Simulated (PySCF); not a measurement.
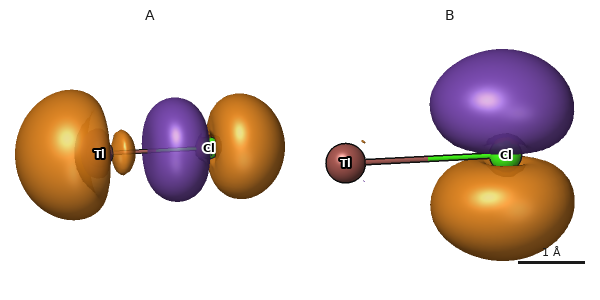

Figure 1: TlCl. Two frontier orbitals, each drawn at the value that holds 80 % of its norm (orange and purple are the two phases), in no order; of a degenerate pair one member is drawn.

Core potentials replace the inner electrons of Tl.

Level of theory: PySCF, PBE0/def2-SVP, non-relativistic Hamiltonian with scalar-relativistic core potentials where named, at a bond length of 2.526 Å.

> Name the orbitals and rank them from lowest to highest energy.

Orbital B: π, occupied, −7.55 eV; mainly on Cl (90 %).
Orbital A: σ, occupied, −7.29 eV; shared between the atoms (Tl 35 %, Cl 65 %).
